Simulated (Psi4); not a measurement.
**B2PLYP/def2-TZVP (density fitting for correlation) run of AlH3S (SMILES [AlH2][SH])**

What is the vertical singlet–triplet gap of AlH3S at B2PLYP/def2-TZVP (density fitting for correlation)? 

The calculation is run with Psi4 1.11.

1 further run of the same task is left out (it didn't finish).

## 1. The system as given

AlH3S has 5 atoms, charge 0, and is taken as a singlet. SMILES: `[AlH2][SH]`. The shape is that of a PBE0-D4/def2-TZVP optimisation.

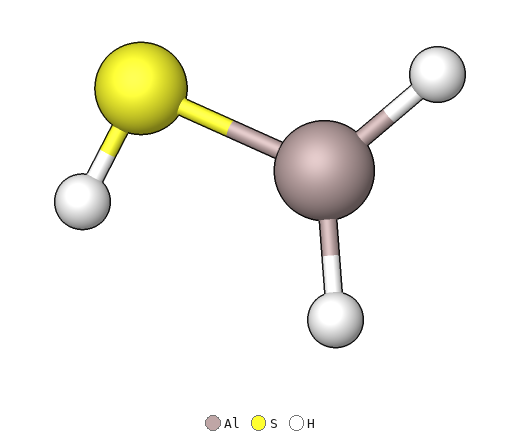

Viewed from a chosen angle; aluminium light grey, sulfur yellow, hydrogen white.

## 2. A single-point energy at B2PLYP/def2-TZVP (density fitting for correlation)

The input, input.json:

```json
{
  "schema_name": "qcschema_input",
  "schema_version": 1,
  "molecule": {
    "schema_name": "qcschema_molecule",
    "schema_version": 2,
    "symbols": ["Al", "S", "H", "H", "H"],
    "geometry": [-1.16426027, -0.12132042, -0.34336324, 2.13368977, -0.64836503, 2.07227367, -3.74487026, -1.22851095, 0.66348284, -0.83355819, 1.31524938, -2.94116974, 3.70329629, 0.54386318, 0.47054181],
    "molecular_charge": 0,
    "molecular_multiplicity": 1,
    "fix_symmetry": "c1",
    "fix_com": true,
    "fix_orientation": true
  },
  "driver": "energy",
  "model": {
    "method": "b2plyp",
    "basis": "def2-TZVP"
  },
  "keywords": {
    "reference": "rks",
    "puream": true,
    "e_convergence": 1e-09,
    "d_convergence": 1e-08,
    "scf_type": "pk",
    "dft_radial_points": 99,
    "dft_spherical_points": 590,
    "num_frozen_docc": 10
  }
}
```

Started as:

```bash
$ psi4 --qcschema input.json -n 1 --memory 1600MB
```

stdout (excerpt; [...] marks lines left out):

```text
[...]
  Running in c1 symmetry.
[...]
  Nuclear repulsion =   73.814899680884807
[...]
  Multiplicity = 1
[...]
  Nalpha       = 16
  Nbeta        = 16
[...]
    Number of basis functions: 92
[...]
   @RKS iter   1:  -642.08691630290946   -4.60999e-01   4.20249e-03 DIIS/ADIIS
[...]
   @RKS iter  10:  -642.13529528182698   -1.55751e-11   9.80126e-09 DIIS
[...]
    Orbital Energies [Eh]
    ---------------------
    Doubly Occupied:
       1A    -90.144184     2A    -57.064580     3A     -8.351873
       4A     -6.197925     5A     -6.195101     6A     -6.193994
       7A     -4.461179     8A     -2.918654     9A     -2.914191
      10A     -2.912657    11A     -0.820371    12A     -0.494115
      13A     -0.453835    14A     -0.368752    15A     -0.356693
      16A     -0.323209
[...]
  @RKS Final Energy:  -642.13529528182698
   => Energetics <=
    Nuclear Repulsion Energy =             73.8148996808848068
    One-Electron Energy =               -1036.0611665419853580
    Two-Electron Energy =                 341.8060637628039444
    DFT Exchange-Correlation Energy =     -21.6950921835303667
    Empirical Dispersion Energy =           0.0000000000000000
    VV10 Nonlocal Energy =                  0.0000000000000000
    Total Energy =                       -642.1352952818270978
[...]
 Multipole Moments:
 ------------------------------------------------------------------------------------
     Multipole            Electronic (a.u.)      Nuclear  (a.u.)        Total (a.u.)
 ------------------------------------------------------------------------------------
 L = 1.  Multiply by 2.5417464519 to convert [e a0] to [Debye]
 Dipole X            :        -18.1657364           18.1285207           -0.0372157
 Dipole Y            :         11.5032617          -11.3204043            0.1828573
 Dipole Z            :        -27.2499209           26.8855115           -0.3644094
 Magnitude           :                                                    0.4094094
[...]
```

The result, in JSON:

```text
{
 "driver": "energy",
 "model": {
  "method": "b2plyp",
  "basis": "def2-TZVP"
 },
 "success": true,
 "return_result": -642.2191383879494,
 "properties": {
  "calcinfo_nbasis": 92,
  "calcinfo_nmo": 92,
  "calcinfo_nalpha": 16,
  "calcinfo_nbeta": 16,
  "calcinfo_natom": 5,
  "nuclear_repulsion_energy": 73.8148996808848,
  "return_energy": -642.2191383879494,
  "scf_one_electron_energy": -1036.0611665419854,
  "scf_two_electron_energy": 341.80606376280394,
  "scf_xc_energy": -21.695092183530367,
  "scf_dipole_moment": [-0.03721572004898377, 0.18285734333140802, -0.3644093965688171],
  "scf_total_energy": -642.135295281827,
  "scf_iterations": 10
 }
}
```

Wall time 17 s (1 thread of Intel Xeon Platinum 8259CL at 2.50GHz (Skylake/Cascade Lake), shared host); peak memory 0.67 GiB.

## 3. The triplet, same level

The input, run_ase.py:

```python
import numpy as np
from ase.calculators.psi4 import Psi4
from ase import Atoms

a = Atoms(['Al', 'S', 'H', 'H', 'H'], positions=[
    [-0.616100, -0.064200, -0.181700],
    [1.129100, -0.343100, 1.096600],
    [-1.981700, -0.650100, 0.351100],
    [-0.441100, 0.696000, -1.556400],
    [1.959700, 0.287800, 0.249000],
])
calc = Psi4(atoms=a, method='b2plyp', basis='def2-TZVP', memory='1600MB', num_threads=1, charge=0, multiplicity=3, label='alh3s', reference='uks')
calc.psi4.set_options({'puream': True, 'e_convergence': 1e-09, 'd_convergence': 1e-08, 'scf_type': 'pk', 'dft_radial_points': 99, 'dft_spherical_points': 590, 'num_frozen_docc': 10, 'maxiter': 100})
a.calc = calc

print(f'energy: {a.get_potential_energy():.6f} eV')
```

Started as:

```bash
$ python run_ase.py
```

alh3s.dat (excerpt; [...] marks lines left out):

```text
[...]
  Running in c1 symmetry.
[...]
  Nuclear repulsion =   73.814899731463512
[...]
  Multiplicity = 3
[...]
  Nalpha       = 17
  Nbeta        = 15
[...]
    Number of basis functions: 92
[...]
   @UKS iter   1:  -641.89925095061619   -2.73333e-01   3.68264e-03 DIIS/ADIIS
[...]
   @UKS iter  13:  -641.95416498840393   -2.95586e-12   4.98740e-09 DIIS
[...]
   @S^2 Observed:                2.016315859E+00
[...]
    Orbital Energies [Eh]
    ---------------------
    Alpha Occupied:
       1A    -90.284134     2A    -57.012576     3A     -8.489144
       4A     -6.346117     5A     -6.331590     6A     -6.327669
       7A     -4.414044     8A     -2.872961     9A     -2.868900
      10A     -2.864982    11A     -0.953521    12A     -0.574554
      13A     -0.506003    14A     -0.484271    15A     -0.394395
      16A     -0.330089    17A     -0.140443
    Alpha Virtual:
      18A     -0.002532    19A      0.026097    20A      0.098118
      21A      0.106899    22A      0.141385    23A      0.166730
      24A      0.168548    25A      0.172988    26A      0.182755
[...]
  @UKS Final Energy:  -641.95416498840393
   => Energetics <=
    Nuclear Repulsion Energy =             73.8148997314635125
    One-Electron Energy =               -1034.4836887460462549
    Two-Electron Energy =                 340.3783145988963383
    DFT Exchange-Correlation Energy =     -21.6636905727175240
    Empirical Dispersion Energy =           0.0000000000000000
    VV10 Nonlocal Energy =                  0.0000000000000000
    Total Energy =                       -641.9541649884040453
[...]
 Multipole Moments:
 ------------------------------------------------------------------------------------
     Multipole            Electronic (a.u.)      Nuclear  (a.u.)        Total (a.u.)
 ------------------------------------------------------------------------------------
 L = 1.  Multiply by 2.5417464519 to convert [e a0] to [Debye]
 Dipole X            :          2.3511668           -0.4192212            1.9319456
 Dipole Y            :         -0.8184505            0.7446734           -0.0737771
 Dipole Z            :          2.5662160           -1.5994045            0.9668115
 Magnitude           :                                                    2.1616155
[...]
```

On the terminal:

```text
energy: -17470.511828 eV
```

Wall time 24 s (1 thread of Intel Xeon Platinum 8259CL at 2.50GHz (Skylake/Cascade Lake), shared host); peak memory 0.7 GiB.

## 4. Results

Level: B2PLYP/def2-TZVP (density fitting for correlation), 10 core orbitals frozen.

| quantity | value |
| --- | --- |
| singlet: total energy | -642.21914 Eh |
| singlet: HOMO energy (SCF part's orbitals) | -8.79 eV |
| singlet: LUMO energy (SCF part's orbitals) | -0.39 eV |
| singlet: HOMO–LUMO gap (SCF part's orbitals) | 8.41 eV |
| triplet: total energy | -642.02947 Eh |
| triplet: HOMO energy (SCF part's orbitals) (highest over α and β) | -3.82 eV |
| triplet: ⟨S²⟩ | 2.016 |
| vertical energy of the triplet above the singlet | 5.161 eV |

In words: At this shape the triplet lies 5.16 eV (119 kcal/mol) above the singlet.
